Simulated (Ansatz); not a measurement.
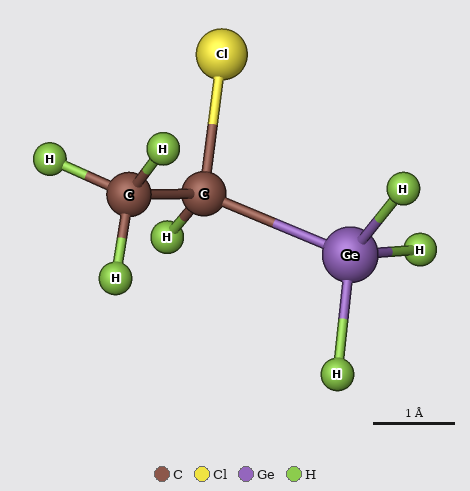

**Figure 1.** The structure as given in the input (ball-and-stick view, seen at an oblique angle). Sticks mark near contacts. Bond lengths as drawn: C–C 1.52 Å, C–Cl 1.84 Å, C–Ge 1.99 Å, C–H 1.10 Å and Ge–H 1.55 Å.

# Run report: C2H7ClGe, nudged elastic band

- system: C2H7ClGe, SMILES C[CH](Cl)[GeH3]
- method: RKS PBE/def2-mTZVP (Ansatz 0.2.0)

It belongs to a series of runs on one base structure; here: band between the two ends.

**The input**
```yaml
crystal:
  periodic: [false, false, false]
  atoms:
    - { symbol: C, position_ang: [-0.630441, 1.296043, 0.16066] }
    - { symbol: C, position_ang: [0.511677, 0.391107, -0.261285] }
    - { symbol: Cl, position_ang: [2.01573, 0.7676, 0.73245] }
    - { symbol: Ge, position_ang: [0.121591, -1.554163, -0.061422] }
    - { symbol: H, position_ang: [-1.513735, 1.099305, -0.468379] }
    - { symbol: H, position_ang: [-0.361462, 2.356416, 0.045777] }
    - { symbol: H, position_ang: [-0.914508, 1.128612, 1.209106] }
    - { symbol: H, position_ang: [0.808239, 0.595209, -1.298728] }
    - { symbol: H, position_ang: [1.346113, -2.385584, -0.508026] }
    - { symbol: H, position_ang: [-1.101629, -1.910382, -0.950588] }
    - { symbol: H, position_ang: [-0.216274, -1.840965, 1.420935] }
basis:
  gaussian: { orbitals: def2-mTZVP }
hamiltonian:
  xc: pbe
neb:
  order_check: false
  images: 7
  f_tol: 0.03
  max_iterations: 60
  final_atoms:
    - { symbol: C, position_ang: [-0.65077182, 1.29189576, 0.12131737] }
    - { symbol: C, position_ang: [0.46236056, 0.37650085, -0.35326091] }
    - { symbol: Cl, position_ang: [2.05881071, 0.87081395, 0.4205224] }
    - { symbol: Ge, position_ang: [0.16451777, -1.55142632, 0.05924948] }
    - { symbol: H, position_ang: [-0.42776936, 2.3439182, -0.11039067] }
    - { symbol: H, position_ang: [-0.81037268, 1.20896076, 1.20558391] }
    - { symbol: H, position_ang: [-1.59310467, 1.0248893, -0.38419956] }
    - { symbol: H, position_ang: [0.63025095, 0.49386999, -1.43190635] }
    - { symbol: H, position_ang: [1.33954834, -2.3924222, -0.49021422] }
    - { symbol: H, position_ang: [-1.16140315, -2.00811482, -0.60971732] }
    - { symbol: H, position_ang: [0.05323435, -1.71568746, 1.59351586] }
  initial_path:
    images:
      - { positions_ang: [[-0.630441, 1.296043, 0.16066], [0.511677, 0.391107, -0.261285], [2.01573, 0.7676, 0.73245], [0.121591, -1.554163, -0.061422], [-1.513735, 1.099305, -0.468379], [-0.361462, 2.356416, 0.045777], [-0.914508, 1.128612, 1.209106], [0.808239, 0.595209, -1.298728], [1.346113, -2.385584, -0.508026], [-1.101629, -1.910382, -0.950588], [-0.216274, -1.840965, 1.420935]] }
      - { positions_ang: [[-0.61040644, 1.28026799, 0.17252885], [0.53232086, 0.3930042, -0.23532854], [1.97583197, 0.72833367, 0.80902159], [0.12584367, -1.53191641, -0.0968025], [-1.46223629, 0.98383674, -0.13864297], [-0.5639996, 2.15588581, -0.14525685], [-0.75613363, 1.38616665, 1.09200834], [0.86419103, 0.62298744, -1.26214013], [1.33207363, -2.37262349, -0.51396516], [-1.08735806, -1.84830335, -1.02639303], [-0.28482613, -1.85444125, 1.36547039]] }
      - { positions_ang: [[-0.59037188, 1.26449298, 0.1843977], [0.55296473, 0.39490139, -0.20937207], [1.93593394, 0.68906735, 0.88559319], [0.13009634, -1.50966981, -0.13218301], [-1.41073758, 0.86836848, 0.19109305], [-0.7665372, 1.95535562, -0.3362907], [-0.59775927, 1.64372131, 0.97491069], [0.92014305, 0.65076589, -1.22555225], [1.31803425, -2.35966299, -0.51990432], [-1.07308712, -1.7862247, -1.10219807], [-0.35337826, -1.86791751, 1.31000579]] }
      - { positions_ang: [[-0.57033733, 1.24871796, 0.19626655], [0.57360859, 0.39679859, -0.18341561], [1.89603591, 0.64980102, 0.96216478], [0.134349, -1.48742322, -0.16756351], [-1.35923886, 0.75290022, 0.52082908], [-0.9690748, 1.75482544, -0.52732454], [-0.4393849, 1.90127596, 0.85781303], [0.97609508, 0.67854433, -1.18896438], [1.30399488, -2.34670248, -0.52584349], [-1.05881619, -1.72414605, -1.1780031], [-0.42193039, -1.88139376, 1.25454118]] }
      - { positions_ang: [[-0.55030277, 1.23294295, 0.2081354], [0.59425246, 0.39869579, -0.15745914], [1.85613788, 0.61053469, 1.03873638], [0.13860167, -1.46517662, -0.20294401], [-1.30774015, 0.63743196, 0.85056511], [-1.1716124, 1.55429525, -0.71835839], [-0.28101054, 2.15883061, 0.74071537], [1.03204711, 0.70632278, -1.15237651], [1.2899555, -2.33374198, -0.53178265], [-1.04454525, -1.6620674, -1.25380813], [-0.49048252, -1.89487002, 1.19907657]] }
      - { positions_ang: [[-0.57542003, 1.24768115, 0.1864309], [0.56127948, 0.39314705, -0.20640958], [1.90680609, 0.67560451, 0.88418288], [0.1450807, -1.48673905, -0.13739564], [-1.08774745, 1.06405352, 0.61032616], [-1.08130247, 1.46796163, -0.23737281], [-0.60903407, 1.87534528, 0.45948664], [0.93159807, 0.65320958, -1.22225897], [1.30235371, -2.34841203, -0.52139054], [-1.07375972, -1.74857926, -1.09278543], [-0.3545533, -1.85007438, 1.29768639]] }
      - { positions_ang: [[-0.60053729, 1.26241936, 0.16472639], [0.52830651, 0.38759832, -0.25536003], [1.9574743, 0.74067432, 0.72962939], [0.15155972, -1.50830147, -0.07184727], [-0.86775476, 1.49067508, 0.37008722], [-0.99099254, 1.381628, 0.24361276], [-0.9370576, 1.59185996, 0.17825791], [0.83114903, 0.60009638, -1.29214143], [1.31475192, -2.36308209, -0.51099843], [-1.1029742, -1.83509111, -0.93176273], [-0.21862408, -1.80527874, 1.39629621]] }
      - { positions_ang: [[-0.62565456, 1.27715756, 0.14302188], [0.49533353, 0.38204959, -0.30431047], [2.0081425, 0.80574413, 0.5750759], [0.15803875, -1.5298639, -0.00629889], [-0.64776206, 1.91729664, 0.12984827], [-0.90068261, 1.29529438, 0.72459834], [-1.26508114, 1.30837463, -0.10297083], [0.73069999, 0.54698319, -1.36202389], [1.32715013, -2.37775214, -0.50060633], [-1.13218868, -1.92160297, -0.77074002], [-0.08269487, -1.7604831, 1.49490604]] }
      - { positions_ang: [[-0.65077182, 1.29189576, 0.12131737], [0.46236056, 0.37650085, -0.35326091], [2.05881071, 0.87081395, 0.4205224], [0.16451777, -1.55142632, 0.05924948], [-0.42776936, 2.3439182, -0.11039067], [-0.81037268, 1.20896076, 1.20558391], [-1.59310467, 1.0248893, -0.38419956], [0.63025095, 0.49386999, -1.43190635], [1.33954834, -2.3924222, -0.49021422], [-1.16140315, -2.00811482, -0.60971732], [0.05323435, -1.71568746, 1.59351586]] }
```

Command:
```bash
ansatz run input.yaml --threads 2 --pin off --max-ram 3072MiB --backend cpu --events-out ev --progress --plain --runs-dir out
```

**The program's output**
```
Engine: ansatz 0.2.0, aarch64-unknown-linux-gnu
Functional definition: PBE
  parameter kappa = 0.804
  parameter beta = 0.06672455060314922
  exchange = pbe_x(kappa = kappa, mu = beta*pi^2/3)
  correlation = pbe_c(beta = beta)
1248 factors; their error is unknown
mean field evaluation 1: about -71201.9414 eV, gradient 7.1e1 eV
mean field evaluation 2: about -71176.1263 eV, gradient 1.2e2 eV
mean field evaluation 4: about -71212.4764 eV, gradient 1.1e1 eV
mean field evaluation 8: about -71212.7471 eV, gradient 2.9e-1 eV
mean field evaluation 16: about -71212.6884 eV, gradient 6.3e-4 eV
mean field -71212.68841775 eV, -2617.0180296583 hartree, gradient 5.8e-5 eV, S^2 0.000000; 0 other end points of the search recorded, 0 dependent functions left out
the calculation of the forces begins
reference -71212.68846203 eV, -2617.0180312856 hartree; 34, 34 occupied and 83, 83 virtual orbitals, 1248 factors
1248 factors; their error is unknown
mean field evaluation 32: about -71212.6884 eV, gradient 9.8e-3 eV
mean field -71212.68842292 eV, -2617.0180298483 hartree, gradient 5.8e-5 eV, S^2 0.000000; 0 other end points of the search recorded, 0 dependent functions left out
[... from here on the field's lines of each further geometry are left out, up to the last ...]
NEB iter   1: max|band force component| = 5.344e2 eV/Å  barrier→ = 199.5009 eV  barrier← = 199.5009 eV  Δτ_max = 0.2000 Å  (256 SCF iters)
NEB iter   2: max|band force component| = 9.072e1 eV/Å  barrier→ = 48.0184 eV  barrier← = 48.0184 eV  Δτ_max = 0.2000 Å  (216 SCF iters)
NEB iter   3: max|band force component| = 6.755e1 eV/Å  barrier→ = 36.4610 eV  barrier← = 36.4610 eV  Δτ_max = 0.1996 Å  (222 SCF iters)
NEB iter   4: max|band force component| = 2.875e1 eV/Å  barrier→ = 19.0096 eV  barrier← = 19.0096 eV  Δτ_max = 0.2000 Å  (220 SCF iters)
NEB iter   5: max|band force component| = 1.394e1 eV/Å  barrier→ = 12.4487 eV  barrier← = 12.4487 eV  Δτ_max = 0.2000 Å  (214 SCF iters)
NEB iter   6: max|band force component| = 9.696e0 eV/Å  barrier→ = 8.6542 eV  barrier← = 8.6542 eV  Δτ_max = 0.2000 Å  (214 SCF iters)
NEB iter   7: max|band force component| = 5.917e0 eV/Å  barrier→ = 5.6812 eV  barrier← = 5.6812 eV  Δτ_max = 0.2000 Å  (218 SCF iters)
NEB iter   8: max|band force component| = 4.293e0 eV/Å  barrier→ = 3.2123 eV  barrier← = 3.2123 eV  Δτ_max = 0.2000 Å  (214 SCF iters)
NEB iter   9: max|band force component| = 2.870e0 eV/Å  barrier→ = 1.3670 eV  barrier← = 1.3670 eV  Δτ_max = 0.2000 Å  (219 SCF iters)
NEB iter  10: max|band force component| = 2.486e0 eV/Å  barrier→ = 0.5793 eV  barrier← = 0.5793 eV  Δτ_max = 0.1981 Å  (212 SCF iters)
NEB iter  11: max|band force component| = 1.474e0 eV/Å  barrier→ = 0.3347 eV  barrier← = 0.3347 eV  Δτ_max = 0.1350 Å  (205 SCF iters)
NEB iter  12: max|band force component| = 4.805e-1 eV/Å  barrier→ = 0.1898 eV  barrier← = 0.1898 eV  CI = image 6  Δτ_max = 0.0712 Å  (213 SCF iters)
NEB iter  13: max|band force component| = 1.203e-1 eV/Å  barrier→ = 0.1707 eV  barrier← = 0.1707 eV  CI = image 6  Δτ_max = 0.0269 Å  (209 SCF iters)
NEB iter  14: max|band force component| = 3.946e-2 eV/Å  barrier→ = 0.1675 eV  barrier← = 0.1675 eV  CI = image 6  Δτ_max = 0.0258 Å  (217 SCF iters)
NEB iter  15: max|band force component| = 5.096e-2 eV/Å  barrier→ = 0.1665 eV  barrier← = 0.1665 eV  CI = image 6  Δτ_max = 0.0129 Å  (215 SCF iters)
NEB iter  16: max|band force component| = 3.695e-2 eV/Å  barrier→ = 0.1661 eV  barrier← = 0.1661 eV  CI = image 6  Δτ_max = 0.0258 Å  (221 SCF iters)
NEB iter  17: max|band force component| = 2.915e-2 eV/Å  barrier→ = 0.1655 eV  barrier← = 0.1655 eV  CI = image 6  Δτ_max = 0.0516 Å  (218 SCF iters)
the calculation of the forces begins
reference -71212.61078567 eV, -2617.0151767321 hartree; 34, 34 occupied and 83, 83 virtual orbitals, 1248 factors
1248 factors; their error is unknown
mean field evaluation 1152: about -71212.5890 eV, gradient 7.7e-2 eV
mean field -71212.52363657 eV, -2617.0119740618 hartree, gradient 1.1e-5 eV, S^2 0.000000; 1 other end points of the search recorded, 0 dependent functions left out
the calculation of the forces begins
reference -71212.52368069 eV, -2617.0119756831 hartree; 34, 34 occupied and 83, 83 virtual orbitals, 1248 factors
NEB iter  18: max|band force component| = 1.839e-2 eV/Å  barrier→ = 0.1648 eV  barrier← = 0.1648 eV  CI = image 6  Δτ_max = 0.0000 Å  (370 SCF iters)
```

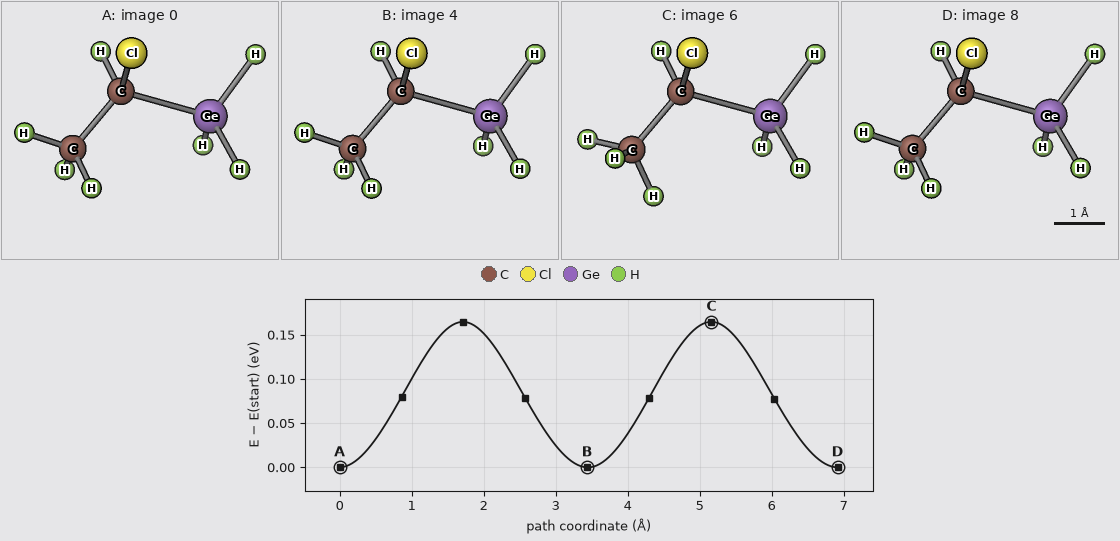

**Figure 2.** Images of the last band (counted from 0; ball-and-stick, seen at a tilt) above the energy along the path; the line is a cubic interpolation that uses the forces. The highest image is number 6, 0.165 eV above the start and 0.165 eV above the end (the climbing image); start and end have the same energy. The path is 6.92 Å long. The band converged in 18 iterations.

```
Total energy: -71212.52368069 eV, -2617.0119756831 hartree
Atom 0 at    -0.654572     1.295752     0.157668 Å, force     0.003379     0.008928    -0.006302 eV/Å
Atom 1 at     0.510087     0.389734    -0.267754 Å, force    -0.018392    -0.006282    -0.002761 eV/Å
Atom 2 at     2.041953     0.763620     0.687481 Å, force     0.011832     0.002846     0.005541 eV/Å
Atom 3 at     0.144339    -1.557887    -0.055607 Å, force    -0.001523    -0.002036    -0.001937 eV/Å
Atom 4 at    -0.359462     1.955010     0.983647 Å, force    -0.000227    -0.005126     0.001429 eV/Å
Atom 5 at    -1.531372     0.725108     0.499345 Å, force     0.001434    -0.000466     0.001693 eV/Å
Atom 6 at    -0.979626     1.935882    -0.675076 Å, force     0.001391    -0.006080     0.001757 eV/Å
Atom 7 at     0.799493     0.582319    -1.307515 Å, force     0.000284     0.000552     0.000339 eV/Å
Atom 8 at     1.347543    -2.392046    -0.553223 Å, force     0.002514     0.003157     0.002101 eV/Å
Atom 9 at    -1.119316    -1.911676    -0.888072 Å, force    -0.001739     0.001642    -0.002278 eV/Å
Atom 10 at    -0.133765    -1.842618     1.439606 Å, force     0.001048     0.002865     0.000418 eV/Å
Dipole moment:    -0.343281     0.021898    -0.202579 e Å
this run last wrote the band of iteration 18 to [file]; this run last wrote the band within `neb.f_tol` of iteration 17 to [file]
```

**The last band as extended XYZ (Å, eV, eV/Å)**
```
11
Properties=species:S:1:pos:R:3:forces:R:3 image=0 energy=-71212.68842
C    -0.6304    1.2960    0.1607    0.0028   0.0075   0.0026
C     0.5117    0.3911   -0.2613    0.0061  -0.0120  -0.0045
Cl    2.0157    0.7676    0.7325   -0.0055  -0.0039   0.0004
Ge    0.1216   -1.5542   -0.0614    0.0071   0.0011  -0.0017
H    -1.5137    1.0993   -0.4684   -0.0025   0.0008  -0.0029
H    -0.3615    2.3564    0.0458   -0.0029   0.0043   0.0015
H    -0.9145    1.1286    1.2091   -0.0008   0.0000   0.0007
H     0.8082    0.5952   -1.2987   -0.0024   0.0003   0.0024
H     1.3461   -2.3856   -0.5080   -0.0005   0.0021   0.0018
H    -1.1016   -1.9104   -0.9506   -0.0037  -0.0016  -0.0002
H    -0.2163   -1.8410    1.4209    0.0022   0.0015  -0.0001
11
Properties=species:S:1:pos:R:3:forces:R:3 image=1 energy=-71212.60858
C    -0.6272    1.3035    0.1797    0.0012   0.0002  -0.0009
C     0.5286    0.3884   -0.2136   -0.0042  -0.0004  -0.0088
Cl    2.0103    0.7367    0.8227    0.0103   0.0206  -0.0342
Ge    0.1142   -1.5575   -0.1040    0.0012  -0.0010   0.0128
H    -1.5982    0.8472   -0.0689   -0.0066   0.0196  -0.0784
H    -0.5708    2.2713   -0.3382    0.0472   0.0459   0.0522
H    -0.6249    1.4988    1.2594   -0.0353  -0.0693   0.0300
H     0.8633    0.5988   -1.2374   -0.0215  -0.0110  -0.0182
H     1.3590   -2.3863   -0.4965    0.0019   0.0001   0.0129
H    -1.0374   -1.8415   -1.1091   -0.0006  -0.0097   0.0168
H    -0.3515   -1.9162    1.3265    0.0063   0.0051   0.0160
11
Properties=species:S:1:pos:R:3:forces:R:3 image=2 energy=-71212.52370
C    -0.6362    1.3016    0.1816   -0.0001   0.0000   0.0000
C     0.5466    0.3913   -0.1785    0.0002  -0.0001   0.0001
Cl    1.9677    0.6421    0.9707   -0.0001  -0.0003   0.0006
Ge    0.1117   -1.5532   -0.1596    0.0000   0.0001  -0.0002
H    -1.5589    0.7363    0.3823    0.0002  -0.0001   0.0012
H    -0.8506    2.0083   -0.6326   -0.0008  -0.0008  -0.0007
H    -0.4200    1.8907    1.0816    0.0005   0.0010  -0.0006
H     0.9593    0.6512   -1.1604    0.0003   0.0002   0.0003
H     1.3488   -2.3873   -0.5654   -0.0001   0.0000  -0.0003
H    -1.0464   -1.8051   -1.1648    0.0000   0.0000  -0.0002
H    -0.3568   -1.9325    1.2655   -0.0001  -0.0001  -0.0003
11
Properties=species:S:1:pos:R:3:forces:R:3 image=3 energy=-71212.61010
C    -0.6270    1.2974    0.1929    0.0019  -0.0009   0.0021
C     0.5567    0.3960   -0.1440    0.0028   0.0009   0.0084
Cl    1.8921    0.5600    1.1180   -0.0160  -0.0173   0.0332
Ge    0.0998   -1.5435   -0.2164   -0.0026   0.0020  -0.0123
H    -1.3824    0.7952    0.8139    0.0308   0.0108   0.0740
H    -1.1188    1.6287   -0.7341   -0.0451  -0.0665  -0.0175
H    -0.2997    2.1958    0.7334    0.0194   0.0533  -0.0605
H     1.0343    0.7101   -1.0801    0.0172   0.0119   0.0182
H     1.3370   -2.3718   -0.6334   -0.0018   0.0030  -0.0121
H    -1.0552   -1.7720   -1.2295    0.0009   0.0082  -0.0176
H    -0.3714   -1.9527    1.1999   -0.0075  -0.0055  -0.0159
11
Properties=species:S:1:pos:R:3:forces:R:3 image=4 energy=-71212.68845
C    -0.6088    1.2979    0.2292    0.0010   0.0006  -0.0001
C     0.5633    0.3934   -0.1030    0.0015  -0.0007   0.0026
Cl    1.8580    0.5345    1.1993   -0.0014  -0.0005  -0.0007
Ge    0.0837   -1.5348   -0.2671    0.0006  -0.0021  -0.0008
H    -1.1025    0.9961    1.1637    0.0003   0.0013   0.0011
H    -1.3544    1.2534   -0.5813   -0.0017  -0.0011   0.0008
H    -0.2869    2.3443    0.3367   -0.0005   0.0001  -0.0018
H     1.0614    0.7233   -1.0243   -0.0005  -0.0002   0.0002
H     1.3436   -2.3609   -0.6139    0.0003   0.0000  -0.0008
H    -0.9725   -1.6960   -1.3954    0.0008   0.0012  -0.0009
H    -0.5197   -2.0081    1.0765   -0.0004   0.0014   0.0004
11
Properties=species:S:1:pos:R:3:forces:R:3 image=5 energy=-71212.60957
C    -0.6263    1.3030    0.2055    0.0041  -0.0009  -0.0002
C     0.5426    0.3918   -0.1563   -0.0028  -0.0013  -0.0084
Cl    1.9555    0.6644    0.9928    0.0141   0.0227  -0.0342
Ge    0.1063   -1.5525   -0.1776    0.0029  -0.0006   0.0125
H    -0.6978    1.4406    1.2917   -0.0370  -0.0709   0.0283
H    -1.5826    0.8764   -0.1350   -0.0039   0.0222  -0.0779
H    -0.5212    2.2959   -0.2538    0.0437   0.0440   0.0576
H     0.9480    0.6495   -1.1430   -0.0222  -0.0086  -0.0227
H     1.3530   -2.3640   -0.5993    0.0038  -0.0021   0.0139
H    -1.0259   -1.7613   -1.2227   -0.0004  -0.0126   0.0181
H    -0.3862   -2.0007    1.2181   -0.0023   0.0081   0.0131
11
Properties=species:S:1:pos:R:3:forces:R:3 image=6 energy=-71212.52364
C    -0.6546    1.2958    0.1577    0.0034   0.0089  -0.0063
C     0.5101    0.3897   -0.2678   -0.0184  -0.0063  -0.0028
Cl    2.0420    0.7636    0.6875    0.0118   0.0028   0.0055
Ge    0.1443   -1.5579   -0.0556   -0.0015  -0.0020  -0.0019
H    -0.3595    1.9550    0.9836   -0.0002  -0.0051   0.0014
H    -1.5314    0.7251    0.4993    0.0014  -0.0005   0.0017
H    -0.9796    1.9359   -0.6751    0.0014  -0.0061   0.0018
H     0.7995    0.5823   -1.3075    0.0003   0.0006   0.0003
H     1.3475   -2.3920   -0.5532    0.0025   0.0032   0.0021
H    -1.1193   -1.9117   -0.8881   -0.0017   0.0016  -0.0023
H    -0.1338   -1.8426    1.4396    0.0010   0.0029   0.0004
11
Properties=species:S:1:pos:R:3:forces:R:3 image=7 energy=-71212.61074
C    -0.6632    1.2878    0.1252    0.0088  -0.0029   0.0024
C     0.4865    0.3869   -0.3150   -0.0137   0.0066  -0.0004
Cl    2.0368    0.8011    0.5936   -0.0038  -0.0131   0.0374
Ge    0.1584   -1.5542    0.0027    0.0048  -0.0037  -0.0115
H    -0.2962    2.2752    0.4364    0.0019   0.0427  -0.0700
H    -1.2366    0.8688    0.9644    0.0450   0.0242   0.0634
H    -1.3580    1.4412   -0.7144   -0.0420  -0.0695   0.0061
H     0.7392    0.5625   -1.3679    0.0212   0.0146   0.0122
H     1.3125   -2.3970   -0.5880   -0.0018   0.0016  -0.0074
H    -1.1867   -1.9732   -0.6514   -0.0029   0.0091  -0.0167
H     0.0727   -1.7560    1.5348   -0.0175  -0.0095  -0.0154
11
Properties=species:S:1:pos:R:3:forces:R:3 image=8 energy=-71212.68842
C    -0.6508    1.2919    0.1213    0.0000   0.0001  -0.0014
C     0.4624    0.3765   -0.3533   -0.0002  -0.0022   0.0054
Cl    2.0588    0.8708    0.4205   -0.0008  -0.0016  -0.0021
Ge    0.1645   -1.5514    0.0592    0.0015   0.0029   0.0016
H    -0.4278    2.3439   -0.1104   -0.0008  -0.0005  -0.0003
H    -0.8104    1.2090    1.2056    0.0010  -0.0003   0.0016
H    -1.5931    1.0249   -0.3842   -0.0002   0.0009   0.0002
H     0.6303    0.4939   -1.4319    0.0001   0.0019  -0.0032
H     1.3395   -2.3924   -0.4902    0.0010  -0.0007   0.0002
H    -1.1614   -2.0081   -0.6097    0.0000  -0.0011  -0.0016
H     0.0532   -1.7157    1.5935   -0.0016   0.0005  -0.0003
```

**Summary**

- outcome: converged
- barrier, forward: 0.165 eV
- barrier, backward: 0.165 eV
- hardware: 2 threads of Arm Neoverse V1, 24 GiB of memory available, shared host
- wall time: 5.2 min (CPU time 10 min)
- peak memory: 0.17 GiB

**Notes**

The order of the saddle point was not checked.
